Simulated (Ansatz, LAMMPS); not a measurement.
# Liquid (Cs,Rb)Br at 1020 K (90 atoms): a single point

Wanted: forces, charges and levels of liquid (Cs,Rb)Br at 1020 K (90 atoms).

Main program and level: Ansatz 0.2.0; Kohn-Sham DFT, PBE, PAW (set soft_2), plane waves.

## (1) The starting structure

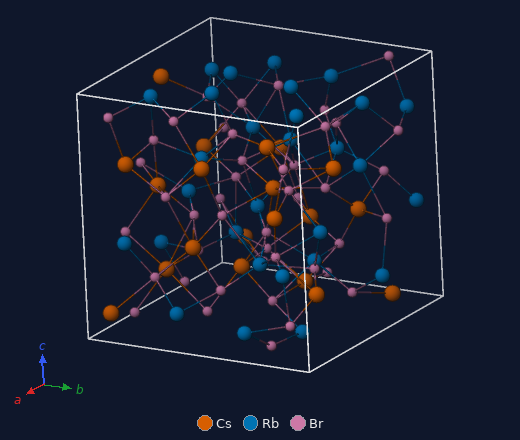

The cell as given, slightly off an axis (caesium orange, rubidium blue, bromine pink). Some periodic images of atoms are drawn too.

The cell holds 90 atoms: 19 Cs, 26 Rb and 45 Br. Cell: a = 16.660 Å, b = 16.660 Å, c = 16.660 Å, α = 90.0°, β = 90.0°, γ = 90.0°. 90 atoms (19 Cs, 26 Rb, 45 Br) placed at random at 3 g/cm³, melted at 1800 K for 10 ps at fixed volume with the Lennard-Jones and Coulomb ion parameters for SPC/E (Joung and Cheatham, J. Phys. Chem. B 112, 9020 (2008)), full charges. Snapshot at the end of a hold of 20 ps at 1020 K and fixed volume.

Before any run, some limits are plain. The network of bonds at the start is that of the classical potential that made the cell, and needn't be the one that DFT or experiment would give. The ion parameters were fitted for water, not for melts, so the starting structure of this cell may lie well off the real melt's. The Brillouin zone is sampled at Γ only, in a cell whose shortest periodic width is 17 Å. No spin–orbit coupling is included, so levels derived from the heavy atoms are approximate.

## (2) The classical run that made the cell

A classical potential supplies the starting structure, since it reaches far longer times than DFT.

This step: classical MD, Lennard-Jones and Coulomb ion parameters for SPC/E (Joung and Cheatham, J. Phys. Chem. B 112, 9020 (2008)), full charges (LAMMPS 22 Jul 2025 - Update 4).

File in.lmp:

```
# melt-quench of Cs19Rb26Br45
units metal
atom_style charge
boundary p p p
region box block 0 16.6601 0 16.6601 0 16.6601
create_box 3 box
mass 1 132.9055   # Cs
mass 2 85.4678   # Rb
mass 3 79.9040   # Br
create_atoms 1 random 19 572181 NULL overlap 2.2 maxtry 2000
create_atoms 2 random 26 572188 NULL overlap 2.2 maxtry 2000
create_atoms 3 random 45 572195 NULL overlap 2.2 maxtry 2000
pair_style lj/cut/coul/long 9.0
pair_modify mix arithmetic tail yes
pair_coeff 1 1 0.003897 3.6010   # Cs
pair_coeff 2 2 0.019302 3.0950   # Rb
pair_coeff 3 3 0.001169 4.9017   # Br
set type 1 charge 1
set type 2 charge 1
set type 3 charge -1
kspace_style pppm 1.0e-4
neigh_modify delay 0 every 1 check yes
thermo_style custom step time temp pe press density
thermo_modify norm yes
timestep 0.002
thermo 100
min_style cg
minimize 1e-4 1e-4 200 2000
reset_timestep 0
velocity all create 1800 572182 mom yes dist gaussian
fix lim all nve/limit 0.05
fix lan all langevin 1800 1800 0.2 572183 zero yes
thermo 500
run 1000 post no
# [... 10 lines left out ...]
compute msd all msd com yes
thermo 2500
fix md all nvt temp 1020 1020 0.2
run 10000 post no
print "== T1020: mean square displacement over the hold $(c_msd[4]:%.2f) A^2"
unfix md
uncompute msd
write_dump all custom T1020.dump id type xs ys zs modify sort id
```

Launch:

```bash
> lmp -in in.lmp -log none -nocite
```

Numbers of over 12 decimals in the logs are rounded to 6 here.

What it wrote:

```text
LAMMPS (22 Jul 2025 - Update 4)
Created orthogonal box = (0 0 0) to (16.6601 16.6601 16.6601)
Created 19 atoms
Created 26 atoms
Created 45 atoms
PPPM initialization ...
  G vector (1/distance) = 0.31385092
  grid = 12 12 12
  estimated relative force accuracy = 4.5059124e-05
   Step          Time           Temp          PotEng         Press         Density
         0   0              0              4.1602055      636836.73      2.9959941
        89   0.178          0             -3.2834963     -1452.8773      2.9959941
Loop time of 0.0307964 s on 1 MPI rank(s) for 89 steps with 90 atoms
Minimization stats:
  Stopping criterion = energy tolerance
  Energy initial, next-to-last, final =
      4.16020549413246  -3.28323944428395  -3.28349626578955
  Force two-norm initial, final = 814.09905 0.33918479
  Iterations, force evaluations = 89 95
   Step          Time           Temp          PotEng         Press         Density
[... 8 lines left out ...]
      3332   6.664          1671.6415     -3.051278       7457.8366      2.9959941
      4165   8.33           1588.447      -3.1154297      8843.0004      2.9959941
      4998   9.996          1639.3045     -3.0677861      5469.1502      2.9959941
      5831   11.662         1810.1606     -3.0672209      11679.557      2.9959941
[... 1 line left out ...]
Loop time of 0.907668 s on 1 MPI rank(s) for 5000 steps with 90 atoms
   Step          Time           Temp          PotEng         Press         Density
[... 5 lines left out ...]
Loop time of 0.453063 s on 1 MPI rank(s) for 2500 steps with 90 atoms
   Step          Time           Temp          PotEng         Press         Density
[... 2 lines left out ...]
     12500   25             1081.133      -3.1700511      1859.3193      2.9959941
     15000   30             1007.4498     -3.1528514      1438.1097      2.9959941
     17500   35             1042.6243     -3.1748956      2825.7226      2.9959941
     18500   37             1061.3683     -3.199605      -1388.2518      2.9959941
Loop time of 1.80104 s on 1 MPI rank(s) for 10000 steps with 90 atoms
== T1020: mean square displacement over the hold 19.00 A^2
```

It took 3.6 s on 1 thread of Intel Xeon 6975P-C (Granite Rapids), shared host; peak memory 0.073 GiB.

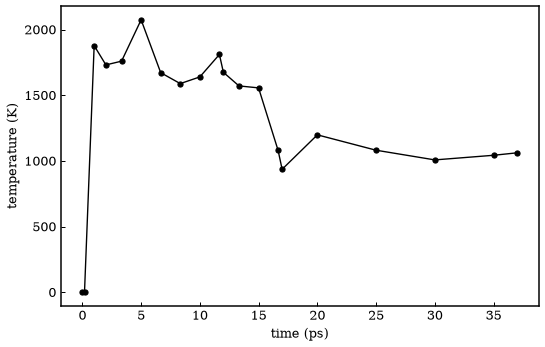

Temperature against time.

## (3) Plane-wave single point

The electrons are solved once, with the atoms held.

File input.yaml:

```yaml
crystal:
  lattice:
    - [16.6601, 0.0, 0.0]
    - [0.0, 16.6601, 0.0]
    - [0.0, 0.0, 16.6601]
  atoms:
    - { symbol: Cs, position: [0.67173, 0.166, 0.20538] }
    - { symbol: Cs, position: [0.70755, 0.16697, 0.55901] }
    - { symbol: Cs, position: [0.91254, 0.81938, 0.57549] }
    - { symbol: Cs, position: [0.69211, 0.96091, 0.73147] }
    - { symbol: Cs, position: [0.76116, 0.90041, 0.22906] }
    - { symbol: Cs, position: [0.25989, 0.795, 0.40818] }
    - { symbol: Cs, position: [0.92479, 0.15992, 0.71034] }
    - { symbol: Cs, position: [0.20525, 0.89792, 0.06101] }
    - { symbol: Cs, position: [0.1663, 0.51531, 0.31077] }
    - { symbol: Cs, position: [0.75776, 0.70345, 0.80267] }
    - { symbol: Cs, position: [0.09825, 0.35321, 0.54827] }
    - { symbol: Cs, position: [0.57332, 0.60782, 0.56542] }
    - { symbol: Cs, position: [0.90536, 0.49334, 0.73103] }
    - { symbol: Cs, position: [0.29005, 0.55532, 0.08999] }
    - { symbol: Cs, position: [0.81592, 0.38132, 0.36748] }
    - { symbol: Cs, position: [0.22332, 0.08191, 0.55528] }
    - { symbol: Cs, position: [0.5434, 0.42852, 0.21278] }
    - { symbol: Cs, position: [0.99779, 0.10795, 0.11918] }
    - { symbol: Cs, position: [0.53451, 0.09682, 0.93942] }
    - { symbol: Rb, position: [0.21904, 0.68603, 0.62984] }
    - { symbol: Rb, position: [0.29529, 0.35458, 0.69319] }
    - { symbol: Rb, position: [0.3821, 0.91247, 0.89521] }
    - { symbol: Rb, position: [0.96454, 0.16326, 0.40047] }
    - { symbol: Rb, position: [0.98627, 0.70475, 0.11456] }
    - { symbol: Rb, position: [0.24468, 0.14768, 0.88394] }
    - { symbol: Rb, position: [0.11138, 0.35182, 0.89871] }
    - { symbol: Rb, position: [0.07835, 0.92442, 0.78852] }
    - { symbol: Rb, position: [0.43634, 0.00087, 0.2195] }
    - { symbol: Rb, position: [0.59356, 0.72351, 0.00069] }
    - { symbol: Rb, position: [0.95578, 0.3809, 0.14007] }
    - { symbol: Rb, position: [0.39818, 0.89927, 0.64279] }
    - { symbol: Rb, position: [0.00177, 0.90003, 0.37859] }
    - { symbol: Rb, position: [0.8584, 0.90761, 0.98959] }
    - { symbol: Rb, position: [0.13889, 0.62428, 0.88984] }
    - { symbol: Rb, position: [0.46364, 0.3697, 0.96859] }
    - { symbol: Rb, position: [0.76988, 0.47204, 0.99611] }
    - { symbol: Rb, position: [0.38873, 0.58155, 0.7033] }
    - { symbol: Rb, position: [0.45719, 0.1497, 0.45476] }
    - { symbol: Rb, position: [0.79002, 0.20484, 0.95305] }
    - { symbol: Rb, position: [0.43327, 0.69203, 0.23783] }
    - { symbol: Rb, position: [0.68416, 0.35639, 0.68669] }
    - { symbol: Rb, position: [0.2424, 0.22029, 0.22912] }
    - { symbol: Rb, position: [0.68307, 0.88159, 0.45663] }
    - { symbol: Rb, position: [0.39016, 0.41804, 0.40905] }
    - { symbol: Rb, position: [0.72954, 0.6284, 0.30493] }
    - { symbol: Br, position: [0.3893, 0.73036, 0.52531] }
    - { symbol: Br, position: [0.49936, 0.42663, 0.62965] }
    - { symbol: Br, position: [0.80772, 0.71342, 0.00916] }
    - { symbol: Br, position: [0.09096, 0.55705, 0.7269] }
    - { symbol: Br, position: [0.7991, 0.4886, 0.2016] }
    - { symbol: Br, position: [0.54195, 0.54841, 0.36746] }
    - { symbol: Br, position: [0.73986, 0.02978, 0.36009] }
    - { symbol: Br, position: [0.92038, 0.38598, 0.91574] }
    - { symbol: Br, position: [0.6404, 0.32382, 0.04464] }
    - { symbol: Br, position: [0.7214, 0.04306, 0.02719] }
    - { symbol: Br, position: [0.12579, 0.26809, 0.07963] }
    - { symbol: Br, position: [0.27484, 0.25386, 0.46908] }
    - { symbol: Br, position: [0.37328, 0.82041, 0.10681] }
    - { symbol: Br, position: [0.02804, 0.37753, 0.32506] }
    - { symbol: Br, position: [0.52543, 0.55107, 0.08201] }
    - { symbol: Br, position: [0.25495, 0.99036, 0.75426] }
    - { symbol: Br, position: [0.09747, 0.06566, 0.29993] }
    - { symbol: Br, position: [0.32208, 0.40804, 0.21393] }
    - { symbol: Br, position: [0.16646, 0.22816, 0.73291] }
    - { symbol: Br, position: [0.01118, 0.0439, 0.56068] }
    - { symbol: Br, position: [0.46194, 0.18406, 0.21962] }
    - { symbol: Br, position: [0.7006, 0.51468, 0.81364] }
    - { symbol: Br, position: [0.35282, 0.98122, 0.42441] }
    - { symbol: Br, position: [0.22945, 0.68227, 0.24206] }
    - { symbol: Br, position: [0.7271, 0.1699, 0.74914] }
    - { symbol: Br, position: [0.69513, 0.75477, 0.61321] }
    - { symbol: Br, position: [0.10048, 0.53986, 0.06431] }
    - { symbol: Br, position: [0.29909, 0.48212, 0.8822] }
    - { symbol: Br, position: [0.04216, 0.83024, 0.96999] }
    - { symbol: Br, position: [0.86412, 0.23223, 0.24127] }
    - { symbol: Br, position: [0.60881, 0.26407, 0.41936] }
    - { symbol: Br, position: [0.31576, 0.74759, 0.77018] }
    - { symbol: Br, position: [0.24973, 0.50542, 0.5448] }
    - { symbol: Br, position: [0.89418, 0.85913, 0.7762] }
    - { symbol: Br, position: [0.58787, 0.8681, 0.85708] }
    - { symbol: Br, position: [0.90041, 0.32093, 0.59176] }
    - { symbol: Br, position: [0.34092, 0.03859, 0.03345] }
    - { symbol: Br, position: [0.96192, 0.89922, 0.16247] }
    - { symbol: Br, position: [0.57748, 0.01214, 0.58965] }
    - { symbol: Br, position: [0.5979, 0.7941, 0.26935] }
    - { symbol: Br, position: [0.79287, 0.50698, 0.50888] }
    - { symbol: Br, position: [0.98071, 0.12653, 0.91427] }
    - { symbol: Br, position: [0.11822, 0.83134, 0.52461] }
    - { symbol: Br, position: [0.41382, 0.227, 0.8372] }
    - { symbol: Br, position: [0.85032, 0.7777, 0.3928] }
kpoints:
  mp_grid: { grid: [1, 1, 1] }
hamiltonian:
  xc: pbe
scf:
  occupations: { method: fixed }
output:
  forces: true
  stress: true
  populations: true
  dos:
    method: { smearing: { sigma: 0.15 } }
    de: 0.1
    projected: { site_lists: { Br: [Br], Cs: [Cs], Rb: [Rb] } }
  eigenvalues: true
  write_density: true
  write_potential: true
  volumetric_format: npy
```

Launch:

```bash
> ansatz run input.yaml --threads 8 --pin off --max-ram 15872MiB --backend cpu --events-out ev --progress --plain --runs-dir out
```

What it wrote:

```text
Engine: ansatz 0.2.0, x86_64-unknown-linux-gnu
Pseudopotentials: kind: paw
Pseudopotential: Cs, paw, valence charge 9, recommended cutoff 420 eV (normal), Cs.paw.azcp
Pseudopotential: Rb, paw, valence charge 9, recommended cutoff 420 eV (normal), Rb.paw.azcp
Pseudopotential: Br, paw, valence charge 7, recommended cutoff 420 eV (normal), Br.paw.azcp
Functional definition: PBE
  parameter kappa = 0.804
  parameter beta = 0.066725
  exchange = pbe_x(kappa = kappa, mu = beta*pi^2/3)
  correlation = pbe_c(beta = beta)
Crystal: 90 atoms, lattice volume = 4624.160 Å³
Basis set: ecut = 420 eV, 90447 PW (Γ), exchange–correlation on 240×240×240 points (8 copies of the dense FFT grid, shifted against one another)
Bands: 450, of which v1, the nominal top of the filled ones, is band 360 counted from 1 (359 counted from 0)
Symmetry: 1 space group operations
Space group: P1 (ITA 1), of the structure as read, at distance tolerance 1.7e-4 Å
k-points: 1
Non-local potential: Cs, projectors of the file, l = 0: 3, l = 1: 2, l = 2: 2, l = 3: 2
Non-local potential: Rb, projectors of the file, l = 0: 3, l = 1: 2, l = 2: 2
Non-local potential: Br, projectors of the file, l = 0: 2, l = 1: 2, l = 2: 2
PAW form: soft (Blöchl's): semilocal exchange-correlation on the pseudo side does not see the compensation charge
PAW one-centre angular grid: Cs, 194 points (default); XC on 64 Gauss nodes
PAW one-centre angular grid: Rb, 110 points (default); XC on 64 Gauss nodes
PAW one-centre angular grid: Br, 110 points (default); XC on 64 Gauss nodes
Initial density: superposition of atomic densities (neutral atoms: chi_scale 0, normalization atom), corrected by the library's trained network
Initial wavefunctions: pseudopotential atomic-orbital guess
Functional: x = pbe(κ = 0.804, μ = 0.219515), c = pbe(β = 0.066725)
SCF iter   1: F=—  HF=-318083.796966 eV  |F-HF|=—  |Δ(HF+E_count)|=         —  Δρ=6.55e-4  dr2=9.21e-2  ethr=1.77e-3  ⟨swp⟩=6.0  Hψ=1432  notcnv=0  defer=85
preconditioner: auto → Resta (q_TF=auto, 2.001 Å⁻¹)  ε∞=2.4  [insulator: Δε(μ)=2.826 eV  Ē_g=11.428 eV  n_scr=618 (ndim 8)  ℏωp=13.7 eV  f_vac=0.197  ε∞_Penn≈2.4]
SCF iter   2: F=—  HF=-318083.760653 eV  |F-HF|=—  |Δ(HF+E_count)|=   3.63e-2  Δρ=3.21e-4  dr2=2.14e-2  ethr=1.28e-5  ⟨swp⟩=5.0  Hψ=1172  notcnv=0  defer=88
SCF iter   3: F=—  HF=-318083.757696 eV  |F-HF|=—  |Δ(HF+E_count)|=   2.96e-3  Δρ=1.33e-4  dr2=2.69e-3  ethr=2.97e-6  ⟨swp⟩=3.0  Hψ=642  notcnv=0  defer=88
SCF iter   4: F=—  HF=-318083.757604 eV  |F-HF|=—  |Δ(HF+E_count)|=   9.19e-5  Δρ=4.35e-5  dr2=1.95e-4  ethr=3.74e-7  ⟨swp⟩=2.0  Hψ=677  notcnv=0  defer=88
SCF iter   5: F=—  HF=-318083.757694 eV  |F-HF|=—  |Δ(HF+E_count)|=   8.95e-5  Δρ=1.28e-5  dr2=1.50e-5  ethr=2.70e-8  ⟨swp⟩=2.0  Hψ=682  notcnv=0  defer=88
SCF iter   6: F=—  HF=-318083.757956 eV  |F-HF|=—  |Δ(HF+E_count)|=   2.62e-4  Δρ=3.07e-6  dr2=8.77e-7  ethr=2.09e-9  ⟨swp⟩=2.0  Hψ=757  notcnv=0  defer=88
SCF iter   7: F=-318083.757956 eV  HF=-318083.757956 eV  |F-HF|=1.65e-8  |Δ(HF+E_count)|=   4.75e-7  Δρ=8.61e-7  dr2=7.43e-8  ethr=1.39e-11  ⟨swp⟩=28.0  Hψ=5499  notcnv=0
SCF 1 converged in 7 iterations: F = -318083.757956 eV  dr2 = 7.43e-8
  greatest PAW one-centre occupation: 0.973 electrons in one spin orbital (limit 2), on the Rb atom at site 19 (counted from 0), in its partial waves of l = 0
WARN: The input density's exchange-correlation potential varies sharply where the density is thin. Do not read a vacuum level from v_tot or v_xc, or from such a field of the output density. On a cell that repeats whose density bears no net charge and no dipole along the vacuum's axis use v_es (v_loc + v_h of the components); [...]
SCF converged after 7 iterations
Free energy (F): -318083.757956 eV
Harris-Foulkes:  -318083.757956 eV  (|F-HF|=1.65e-8)
Internal energy: -318083.757956 eV  (E = F + TS)
E sigma→0 (E₀):  -318083.757956 eV
Fermi energy:    1.479094 eV
--- Per-component energies (eV) ---
  E_band       = -5126.901186
  E_kinetic    = 13764.394769
  E_local      = -36847.721704  (includes V_loc(G=0)·N_el)
  E_nonlocal   = 8233.737918
  E_hartree    = 11139.124489
  E_xc         = -18656.524087
  E_vxc        = -10681.129579  (∫ρ·V_xc dr)
  E_paw        = -265431.814153  (= ΣΔE_a)
  E_vpaw       = -1874.431997  (= ΣTr[D̂ρ^β])
  E_aug_tail   = -0.000056  (compensation charges beyond the density's cutoff)
  E_ewald      = -30284.955132
  E_smearing   = -0.000000  (= −TS)
  E_closure    = 0.000000  (closes the sum)
  Σ components = -318083.757956   (vs F -318083.757956, Δ=0.00e0)
--- Forces (eV/Å), atoms counted from 1 ---
  atom   1  Cs    -0.04035574     0.14871872     0.16333377
  atom   2  Cs     0.21859117    -0.16420798    -0.87241242
  atom   3  Cs     0.04113229    -0.09908377     0.34884123
  atom   4  Cs     0.85680687    -0.07580467     0.02980435
  atom   5  Cs     0.35191149    -0.43858306    -0.77587941
  atom   6  Cs     0.09592669     0.31583266    -0.92867175
  atom   7  Cs     0.52800551    -0.11048520     0.25457823
  atom   8  Cs    -0.68996138     0.02892822     0.41651573
  atom   9  Cs    -0.09671434    -0.31825657     0.28011784
  atom  10  Cs     0.02813907     0.31791451     0.00584725
  atom  11  Cs     0.02151338     0.13553632    -0.15630687
  atom  12  Cs     0.17796683    -0.20951024    -0.36274585
  atom  13  Cs    -0.38947413    -0.18543384    -0.28390070
  atom  14  Cs     0.53941858     0.23534930    -0.42252975
[...]
atom  89  Br     0.12552623     0.13222007    -0.08479739
  atom  90  Br    -0.22192634    -0.07010497    -0.42631449
  max |Σ_I F_I| component: 5.19e-5 eV/Å
--- Stress (GPa, compression-positive) ---
        0.691412       0.096406       0.077676
        0.096406       0.905166      -0.086176
        0.077676      -0.086176       0.651184
  P = ⅓ Tr σ = 0.7493 GPa (7.493 kbar)
--- Band table (eV) ---
  k-point 0: bands = ["-25.2957", "-25.2891", "-25.1864", "-25.0256", [... 434 levels ...], "7.0256", "7.0319", "7.0393", "7.0689", "7.0842", "7.0962", "7.1342", "7.1512", "7.1687", "7.1922", "7.1973", "7.2014"]
--- Löwdin populations: 90 sites ---
  site symbol       q [e]
     0     Cs      8.2353
     1     Cs      8.1949
     2     Cs      8.1909
[...]
89     Br      7.7031
  spilling = 0.004373 (of n_electrons = 720.000000)
```

Run time: 30 s. Hardware: 8 threads of Intel Xeon 6975P-C (Granite Rapids), shared host; peak memory 5.8 GiB; 3.5 min of CPU time.

Reading the cycles: dr2 is the Hartree energy of the density residual (eV), the measure of convergence; HF is the Harris–Foulkes estimate of the energy, which meets the free energy F at convergence.

The program notes that the exchange-correlation potential is rough where the density is thin.

Read from the output:

```yaml
free_energy: -318083.7580 eV
free_energy_per_atom: -3534.2640 eV/atom
scf_cycles: 7
pressure: 0.7493 GPa
r_m_s_force_component: 0.3279 eV/Å
longest_force: 1.466 eV/Å
fermi_energy: 1.479 eV
spacing_of_highest_filled_and_lowest_empty_level: 2.607 eV
spilling_of_the_projection: 0.004373
```

Length of the force by element:

```
element  coordination  atoms  mean length of the force (eV/Å)  spread   least   most
     Br           all     45                            0.499   0.291  0.0829   1.42
     Cs           all     19                            0.582   0.336   0.170   1.47
     Rb           all     26                            0.411   0.201   0.101  0.973
```

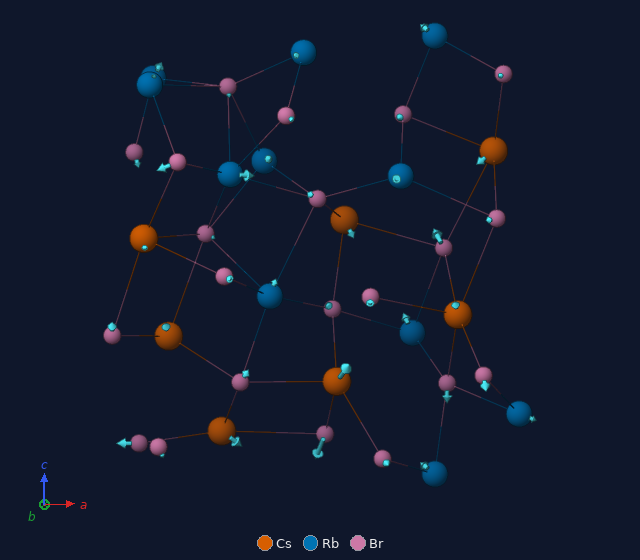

Forces as arrows; the longest in the cell is 1.47 eV/Å. Drawn is a slice 7 Å thick, seen along the normal of the ac plane. Bonds to atoms that aren't drawn are left out.

Löwdin charges by element (they lack the spilled electrons, 0.035 e an atom on average):

```
element  coordination  atoms  mean charge (e)  spread   least    most
     Br           all     45           -0.702  0.0073  -0.732  -0.690
     Cs           all     19            0.790  0.0153   0.765   0.817
     Rb           all     26            0.759  0.0134   0.737   0.789
```

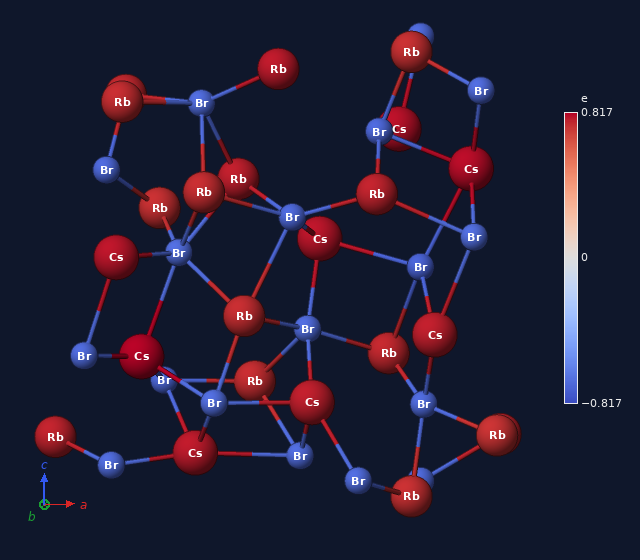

Atoms coloured by Löwdin charge. Drawn is a slice 7 Å thick, seen along the normal of the ac plane.

Density of states as counts of states in windows of 1 eV (from the Fermi level), total and the larger projections:

```
from (eV)  to (eV)  total   Br p  Cs p  Rb s  Rb p
      -10       -9   20.7    0.2   0.0   0.0  20.3
       -9       -8   10.2    0.1  10.0   0.0   0.0
       -8       -7   98.0    2.2  94.7   0.2   0.1
       -7       -6    5.8    0.2   5.5   0.0   0.0
       -6       -3    0.0    0.0   0.0   0.0   0.0
       -3       -2   19.6   18.1   0.1   0.8   0.1
       -2       -1  221.0  210.3   2.1   3.0   0.9
       -1        0   28.5   27.5   0.3   0.1   0.0
        0        1    0.9    0.9   0.0   0.0   0.0
        1        2    0.0    0.0   0.0   0.0   0.0
        2        3    2.0    0.0   0.0   0.9   0.0
        3        4   18.2    1.1   0.1   7.5   0.1
        4        5   77.3    2.4   0.2  16.8   0.1
```

With fixed occupations the program's Fermi level is the highest filled level; weight inside the gap is the broadening of levels at its edges.

Between -26 and -10 eV lie 276 more states.

About 41 of the 720 electrons lie in deeper levels, below the stored range.

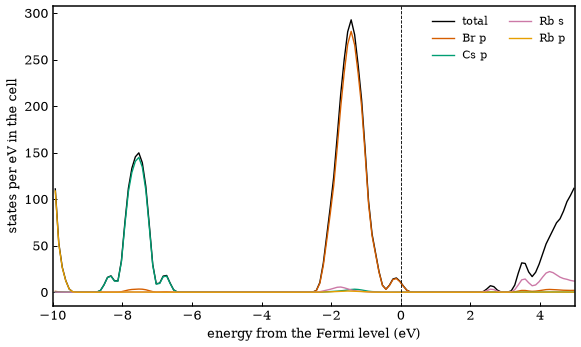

Total and projected density of states, with the broadening of the input.

The levels nearest the highest filled one (over half full), pooled over k-points and spins:

```
level less the highest filled one (eV)  occupation
                                -0.736           2
                                -0.733           2
                                -0.645           2
                                -0.232           2
                                -0.157           2
                                     0           2
                                  2.61           0
                                  3.39           0
                                  3.46           0
                                  3.49           0
                                  3.54           0
                                  3.59           0
```

[end of part 1 of 2]

[Logs are printed without paths, hosts, clocks, repeated set-up lines and the standing remarks that a program may print on its own settings, such as how far it seeks lower states.]

[Hosts, paths, dates, database ids (printed as entryN), source tags and the programs' standing remarks are cut or masked in the printed files.]
